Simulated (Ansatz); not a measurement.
# Run report: AlN$_{2}$H$_{7}$F$_{2}$, geometry relaxation (part 1 of 2)

AlN$_{2}$H$_{7}$F$_{2}$, computed with UKS CAM-B3LYP-D4/6-31G (Ansatz 0.2.0).

It belongs to a series of runs on one base structure; here: end point B relaxed. Figures and captions count atoms from 1; the log counts them from 0 in places.

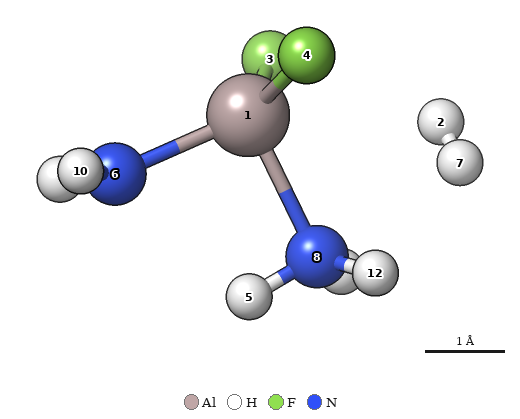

Fig. 1: The structure as given in the input (ball-and-stick view, seen at a tilt; atoms are numbered from 1 in the order of the input). Sticks mark near contacts. Bond lengths as drawn: Al–F 1.71 Å, Al–N 1.88 to 2.01 Å, H–H 0.70 Å and H–N 1.01 to 1.03 Å.

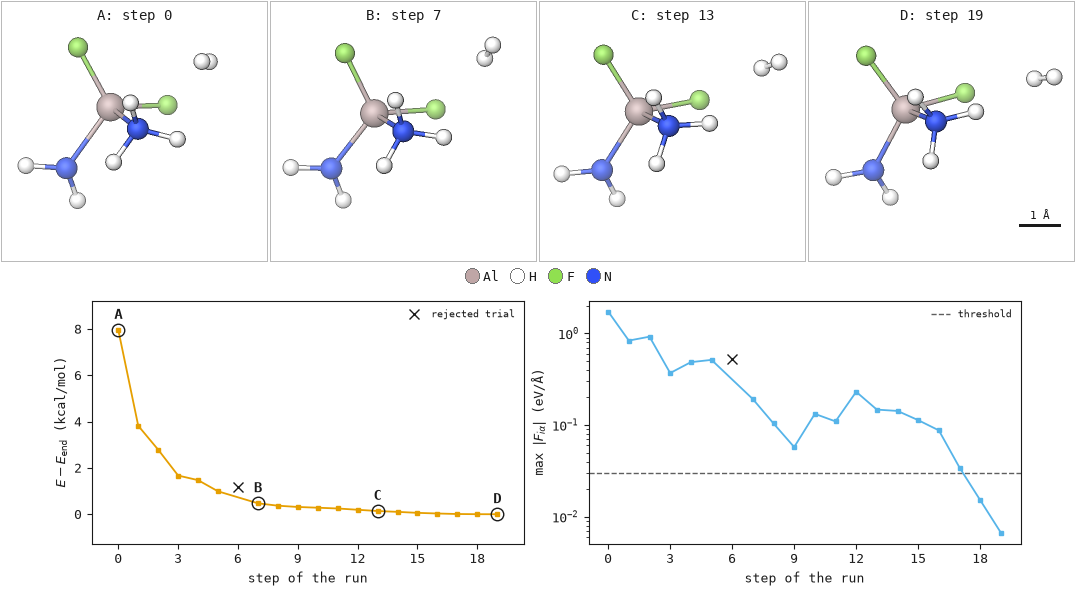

Fig. 2: Frames of the relaxation (ball-and-stick view, seen at a tilt) above the curves, on which the letters mark them (the first geometry is step 0 here and step 1 in the log).

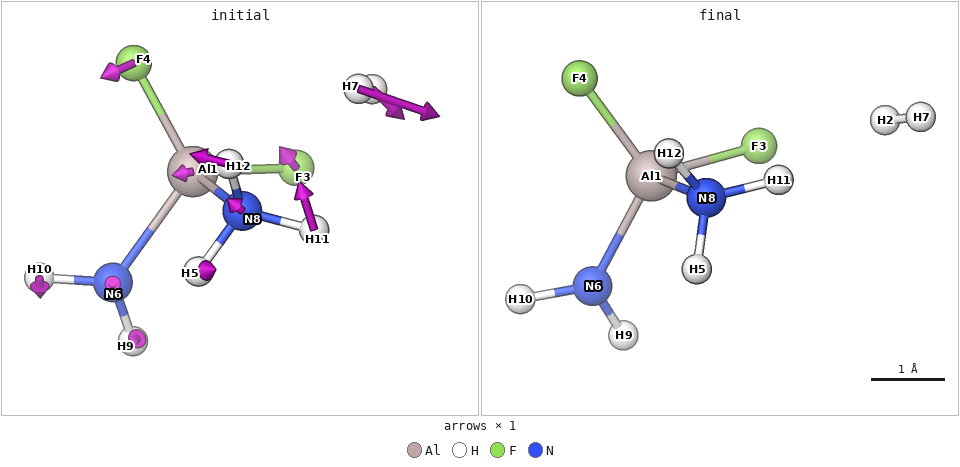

Fig. 3: Before (left) and after (right) the relaxation, at one scale (ball-and-stick view, seen at a tilt). The pink arrows give the displacements, at true length. The energy falls by 7.96 kcal/mol in 19 geometry steps. Largest force component: 1.7 eV/Å at the start, 0.0067 eV/Å at the end. The line search rejected the trial step at point 6 (counted from 0) and went back. The largest move after the best rigid fit is that of H7, 1.23 Å. Largest moves by element: H 1.23 Å, F 0.60 Å, Al 0.32 Å, N 0.32 Å. Among the contacts that change: Al1–N6 1.877 → 1.789 Å, H2–H7 0.695 → 0.750 Å, Al1–F3 1.708 → 1.719 Å, Al1–N8 2.006 → 2.016 Å. Among the angles that change: Al1–N8–H5 93.5° → 108.7°, N6–Al1–N8 92.9° → 107.9°, F4–Al1–N8 105.7° → 95.5°. (Atoms are counted from 1 in the order of the input.)

These pictures come from the run below.

**Input file**
```yaml
crystal:
  periodic: [false, false, false]
  atoms:
    - { symbol: Al, position_ang: [-0.839508, -0.175889, -0.167612] }
    - { symbol: H, position_ang: [0.853691, -0.046358, -2.42288] }
    - { symbol: F, position_ang: [-0.594672, -1.444287, -1.285084] }
    - { symbol: F, position_ang: [-1.752227, 1.156993, -0.722949] }
    - { symbol: H, position_ang: [0.97048, 0.366872, 1.158063] }
    - { symbol: "N", position_ang: [-1.071158, -0.638074, 1.637289] }
    - { symbol: H, position_ang: [1.184357, 0.515261, -2.181306] }
    - { symbol: "N", position_ang: [1.013483, 0.526219, 0.145752] }
    - { symbol: H, position_ang: [-0.967175, -1.591093, 1.961842] }
    - { symbol: H, position_ang: [-1.69377, -0.115518, 2.242605] }
    - { symbol: H, position_ang: [1.721343, -0.061434, -0.290074] }
    - { symbol: H, position_ang: [1.174955, 1.507107, -0.075745] }
magnetization:
  spin_polarized: true
basis:
  gaussian: { orbitals: "6-31G" }
hamiltonian:
  xc: cam_b3lyp
  dispersion: d4
relax:
  f_tol: 0.03
  max_steps: 50
```

Launch command:
```bash
ansatz run input.yaml --threads 2 --pin off --max-ram 3072MiB --backend cpu --events-out ev --progress --plain --runs-dir out
```

**Log**
```
The last accepted step is kept in [file] (removed where the run ends without a failure and the disk answers)
Engine: ansatz 0.2.0, aarch64-unknown-linux-gnu
Functional definition: CAM-B3LYP
  parameter alpha = 0.19
  parameter beta = 0.46
  parameter omega = 0.33/bohr
  parameter ac = 0.81
  exchange = (1 - alpha - beta)*b88_x + beta*b88_x_sr(omega) + alpha*exact_x + beta*exact_x_lr(omega)
  correlation = (1 - ac)*vwn5_c + ac*lyp_c
864 factors; integrals over basis functions are off by at most 1.6e-4 eV
354 factors; integrals over basis functions are off by at most 3.8e-7 eV
mean field evaluation 1: about -15114.8287 eV, gradient 5.2e1 eV
mean field evaluation 2: about -15112.3848 eV, gradient 5.9e1 eV
mean field evaluation 4: about -15124.5986 eV, gradient 1.7e0 eV
mean field evaluation 8: about -15124.5989 eV, gradient 1.0e-1 eV
mean field -15124.59889774 eV, -555.8187576705 hartree, gradient 1.7e-5 eV, S^2 0.000000; 0 other end points of the search recorded, 0 dependent functions left out
the calculation of the forces begins
reference -15124.59903394 eV, -555.8187626758 hartree; 26, 26 occupied and 37, 37 virtual orbitals, 864 factors
relax step   1: F+E_penalty+E_count = -15124.77024236 eV  Δ(F+E_penalty+E_count) = +0.000e0 eV  max|allowed force component| = 1.732e0 eV/Å  Δτ_max = 0.0000 Å  (26 SCF iters, accepted)
these checks for a lower state are left out or cut short: starts, cluster_reference, orbital_swaps, neighbouring_geometries, increment
864 factors; integrals over basis functions are off by at most 1.6e-4 eV
354 factors; integrals over basis functions are off by at most 3.8e-7 eV
mean field evaluation 16: about -15124.7586 eV, gradient 1.9e0 eV
mean field -15124.77891151 eV, -555.8253730548 hartree, gradient 2.4e-5 eV, S^2 0.000000; 0 other end points of the search recorded, 0 dependent functions left out
[... from here on the field's lines of each further geometry are left out, up to the last ...]
relax step   2: F+E_penalty+E_count = -15124.94965943 eV  Δ(F+E_penalty+E_count) = -1.794e-1 eV  max|allowed force component| = 8.350e-1 eV/Å  Δτ_max = 0.1960 Å  (27 SCF iters, accepted)
relax step   3: F+E_penalty+E_count = -15124.99440021 eV  Δ(F+E_penalty+E_count) = -4.474e-2 eV  max|allowed force component| = 9.212e-1 eV/Å  Δτ_max = 0.1968 Å  (26 SCF iters, accepted)
relax step   4: F+E_penalty+E_count = -15125.04277274 eV  Δ(F+E_penalty+E_count) = -4.837e-2 eV  max|allowed force component| = 3.695e-1 eV/Å  Δτ_max = 0.1917 Å  (25 SCF iters, accepted)
relax step   5: F+E_penalty+E_count = -15125.05141698 eV  Δ(F+E_penalty+E_count) = -8.644e-3 eV  max|allowed force component| = 4.855e-1 eV/Å  Δτ_max = 0.1828 Å  (28 SCF iters, accepted)
relax step   6: F+E_penalty+E_count = -15125.07230816 eV  Δ(F+E_penalty+E_count) = -2.089e-2 eV  max|allowed force component| = 5.142e-1 eV/Å  Δτ_max = 0.1789 Å  (25 SCF iters, accepted)
relax step   7: F+E_penalty+E_count = -15125.06361337 eV  Δ(F+E_penalty+E_count) = +8.695e-3 eV  max|allowed force component| = 5.306e-1 eV/Å  Δτ_max = 0.1996 Å  (27 SCF iters, rejected (line search))
relax step   8: F+E_penalty+E_count = -15125.09475773 eV  Δ(F+E_penalty+E_count) = -2.245e-2 eV  max|allowed force component| = 1.920e-1 eV/Å  Δτ_max = 0.0982 Å  (25 SCF iters, accepted)
relax step   9: F+E_penalty+E_count = -15125.09922959 eV  Δ(F+E_penalty+E_count) = -4.472e-3 eV  max|allowed force component| = 1.041e-1 eV/Å  Δτ_max = 0.0667 Å  (25 SCF iters, accepted)
relax step  10: F+E_penalty+E_count = -15125.10162324 eV  Δ(F+E_penalty+E_count) = -2.394e-3 eV  max|allowed force component| = 5.750e-2 eV/Å  Δτ_max = 0.0990 Å  (25 SCF iters, accepted)
relax step  11: F+E_penalty+E_count = -15125.10301885 eV  Δ(F+E_penalty+E_count) = -1.396e-3 eV  max|allowed force component| = 1.325e-1 eV/Å  Δτ_max = 0.1156 Å  (24 SCF iters, accepted)
relax step  12: F+E_penalty+E_count = -15125.10446422 eV  Δ(F+E_penalty+E_count) = -1.445e-3 eV  max|allowed force component| = 1.096e-1 eV/Å  Δτ_max = 0.0539 Å  (24 SCF iters, accepted)
relax step  13: F+E_penalty+E_count = -15125.10686181 eV  Δ(F+E_penalty+E_count) = -2.398e-3 eV  max|allowed force component| = 2.306e-1 eV/Å  Δτ_max = 0.1966 Å  (24 SCF iters, accepted)
relax step  14: F+E_penalty+E_count = -15125.10918025 eV  Δ(F+E_penalty+E_count) = -2.318e-3 eV  max|allowed force component| = 1.474e-1 eV/Å  Δτ_max = 0.0736 Å  (25 SCF iters, accepted)
relax step  15: F+E_penalty+E_count = -15125.11078368 eV  Δ(F+E_penalty+E_count) = -1.603e-3 eV  max|allowed force component| = 1.425e-1 eV/Å  Δτ_max = 0.0575 Å  (25 SCF iters, accepted)
relax step  16: F+E_penalty+E_count = -15125.11263701 eV  Δ(F+E_penalty+E_count) = -1.853e-3 eV  max|allowed force component| = 1.131e-1 eV/Å  Δτ_max = 0.1173 Å  (25 SCF iters, accepted)
relax step  17: F+E_penalty+E_count = -15125.11385281 eV  Δ(F+E_penalty+E_count) = -1.216e-3 eV  max|allowed force component| = 8.746e-2 eV/Å  Δτ_max = 0.0499 Å  (24 SCF iters, accepted)
relax step  18: F+E_penalty+E_count = -15125.11481080 eV  Δ(F+E_penalty+E_count) = -9.580e-4 eV  max|allowed force component| = 3.436e-2 eV/Å  Δτ_max = 0.0664 Å  (24 SCF iters, accepted)
relax step  19: F+E_penalty+E_count = -15125.11514193 eV  Δ(F+E_penalty+E_count) = -3.311e-4 eV  max|allowed force component| = 1.515e-2 eV/Å  Δτ_max = 0.0484 Å  (24 SCF iters, accepted)
the calculation of the forces begins
reference -15124.95212480 eV, -555.8317385256 hartree; 26, 26 occupied and 37, 37 virtual orbitals, 864 factors
relax step  20: F+E_penalty+E_count = -15125.11523485 eV  Δ(F+E_penalty+E_count) = -9.293e-5 eV  max|allowed force component| = 6.692e-3 eV/Å  Δτ_max = 0.0375 Å  (24 SCF iters, accepted)
864 factors; integrals over basis functions are off by at most 1.7e-4 eV
354 factors; integrals over basis functions are off by at most 3.8e-7 eV
mean field evaluation 128: about -15124.9520 eV, gradient 9.9e-4 eV
mean field -15124.95198576 eV, -555.8317334159 hartree, gradient 2.8e-5 eV, S^2 0.000000; 1 other end points of the search recorded, 0 dependent functions left out
the calculation of the forces begins
reference -15124.95212480 eV, -555.8317385256 hartree; 26, 26 occupied and 37, 37 virtual orbitals, 864 factors
Total energy: -15125.11537390 eV, -555.8377378193 hartree
Atom 0 at    -0.933231     0.019039     0.100046 Å, force    -0.000104     0.002084    -0.001760 eV/Å
Atom 1 at     1.091714    -0.563193    -2.477453 Å, force     0.004222     0.000804    -0.002110 eV/Å
Atom 2 at    -0.719567    -0.903536    -1.334002 Å, force     0.000101     0.003212     0.002516 eV/Å
Atom 3 at    -1.721398     1.525321    -0.117148 Å, force     0.001604    -0.004133     0.000619 eV/Å
Atom 4 at     1.383351     0.439520     1.034601 Å, force    -0.005835     0.002469    -0.006692 eV/Å
Atom 5 at    -1.230728    -0.883513     1.615903 Å, force    -0.000350     0.000281     0.000780 eV/Å
Atom 6 at     1.771153    -0.354923    -2.716681 Å, force    -0.004630    -0.001760     0.002443 eV/Å
Atom 7 at     0.928235     0.787720     0.192755 Å, force     0.004699    -0.000404     0.003293 eV/Å
Atom 8 at    -1.154917    -1.887453     1.693364 Å, force    -0.000086     0.000032    -0.001262 eV/Å
Atom 9 at    -1.693691    -0.490476     2.422647 Å, force     0.000970    -0.001057    -0.000094 eV/Å
Atom 10 at     1.444904     0.509089    -0.641363 Å, force    -0.001534    -0.000205     0.003854 eV/Å
Atom 11 at     0.833975     1.802205     0.227231 Å, force     0.000943    -0.001323    -0.001587 eV/Å
Dipole moment:     1.037154     0.167802     0.630763 e Å
```

**Trajectory as extended XYZ (Å, eV, eV/Å), 20 frames, from step=1 to step=20**
```
12
Properties=species:S:1:pos:R:3:forces:R:3 step=1 energy=-15124.77024
Al   -0.8395   -0.1759   -0.1676   -0.2709  -0.1776   1.3924
H     0.8537   -0.0464   -2.4229   -0.9800  -1.6986  -0.7955
F    -0.5947   -1.4443   -1.2851    0.0291  -0.0370  -0.0501
F    -1.7522    1.1570   -0.7229    0.0640  -0.0271  -0.0332
H     0.9705    0.3669    1.1581    0.1079   0.0803   0.0838
N    -1.0712   -0.6381    1.6373    0.0156   0.2440  -1.1599
H     1.1844    0.5153   -2.1813    1.0524   1.7316   0.2491
N     1.0135    0.5262    0.1458   -0.0092  -0.0846   0.3025
H    -0.9672   -1.5911    1.9618   -0.0170   0.0145   0.0123
H    -1.6938   -0.1155    2.2426    0.0572  -0.0478  -0.0363
H     1.7213   -0.0614   -0.2901   -0.0070   0.0547   0.0616
H     1.1750    1.5071   -0.0757   -0.0423  -0.0525  -0.0266
12
Properties=species:S:1:pos:R:3:forces:R:3 step=2 energy=-15124.94966
Al   -0.8468   -0.1795   -0.1305   -0.0968  -0.0852   0.8350
H     0.8443   -0.0793   -2.4684    0.1655   0.2790   0.0334
F    -0.5852   -1.4378   -1.2587    0.0569  -0.0046  -0.0602
F    -1.7376    1.1593   -0.7068    0.0518  -0.0119  -0.0108
H     0.9880    0.3843    1.2068    0.0689   0.0581  -0.0397
N    -1.0915   -0.6466    1.6330   -0.0996   0.0811  -0.6231
H     1.2267    0.5635   -2.3665   -0.1296  -0.2830  -0.2971
N     1.0090    0.5210    0.1907    0.0162   0.0158   0.1024
H    -0.9802   -1.5973    1.9610   -0.0292   0.0255   0.0271
H    -1.7016   -0.1200    2.2452    0.0227  -0.0498   0.0188
H     1.7162   -0.0651   -0.2476    0.0040   0.0115   0.0139
H     1.1584    1.4974   -0.0583   -0.0308  -0.0364   0.0004
12
Properties=species:S:1:pos:R:3:forces:R:3 step=3 energy=-15124.99440
Al   -0.8448   -0.1782   -0.0943   -0.0828  -0.0436   0.5282
H     0.8435   -0.0886   -2.4807    0.5596   0.8893  -0.1284
F    -0.5613   -1.4209   -1.2363    0.0779   0.0049  -0.0587
F    -1.7215    1.1663   -0.6786    0.0409   0.0042   0.0009
H     1.0060    0.4000    1.2344    0.0953   0.0629  -0.0812
N    -1.1226   -0.6628    1.6430   -0.0921   0.0337  -0.3955
H     1.2605    0.5650   -2.5604   -0.5503  -0.9212   0.0000
N     1.0121    0.5270    0.2170   -0.0105   0.0225   0.0841
H    -1.0107   -1.6143    1.9678   -0.0273   0.0334   0.0263
H    -1.7306   -0.1377    2.2579    0.0219  -0.0498   0.0203
H     1.7172   -0.0578   -0.2262    0.0022  -0.0029  -0.0028
H     1.1521    1.5017   -0.0439   -0.0350  -0.0334   0.0069
12
Properties=species:S:1:pos:R:3:forces:R:3 step=4 energy=-15125.04277
Al   -0.8373   -0.1665   -0.0475   -0.0726  -0.0918   0.3695
H     0.8629   -0.1077   -2.6502   -0.0219   0.0042   0.0688
F    -0.5134   -1.3815   -1.2101    0.0430  -0.0030  -0.0271
F    -1.7027    1.1865   -0.6288    0.0362   0.0224   0.0006
H     1.0263    0.4242    1.2808    0.1156   0.0660  -0.1004
N    -1.1606   -0.6847    1.6667   -0.0619   0.0435  -0.3463
H     1.2725    0.5096   -2.7435    0.0219  -0.0162  -0.0670
N     1.0171    0.5462    0.2632   -0.0340   0.0186   0.0912
H    -1.0531   -1.6410    1.9786   -0.0147   0.0421   0.0196
H    -1.7790   -0.1703    2.2807    0.0369  -0.0482   0.0017
H     1.7208   -0.0356   -0.1865   -0.0124  -0.0217  -0.0229
H     1.1462    1.5206   -0.0034   -0.0361  -0.0158   0.0123
12
Properties=species:S:1:pos:R:3:forces:R:3 step=5 energy=-15125.05142
Al   -0.8349   -0.2084   -0.0121    0.3578   0.3393  -0.2277
H     0.7614   -0.0426   -2.5518   -0.0164  -0.0975   0.0084
F    -0.4144   -1.3992   -1.1848   -0.0682   0.1227   0.1571
F    -1.5346    1.2213   -0.6681    0.0133  -0.2706   0.1782
H     1.1985    0.4854    1.2842   -0.0681   0.0960  -0.3485
N    -1.2906   -0.7392    1.6331   -0.0407  -0.1663   0.4855
H     1.2204    0.4823   -2.8132    0.0487   0.0649  -0.0490
N     1.0498    0.5554    0.2702   -0.0928  -0.0735   0.3315
H    -1.1311   -1.6640    2.0177   -0.0128   0.0658  -0.2759
H    -1.8429   -0.2045    2.2921   -0.0195   0.0777  -0.2234
H     1.7349   -0.0173   -0.2248   -0.1056   0.1406  -0.0612
H     1.0833    1.5305   -0.0425    0.0043  -0.2993   0.0249
```
